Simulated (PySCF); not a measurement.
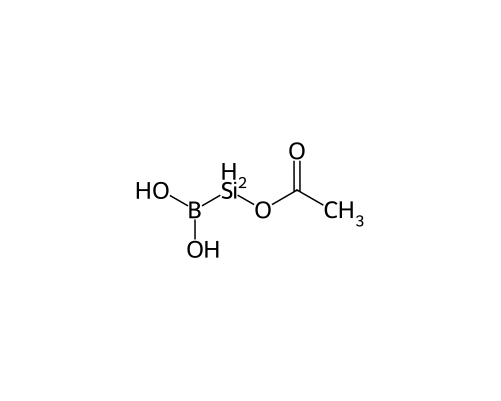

The picture comes from a calculation with PySCF.

A structural formula.

### Give its SMILES.

CC(=O)O[SiH2]B(O)O

### What is the molecular formula?

C2H7BO4Si.
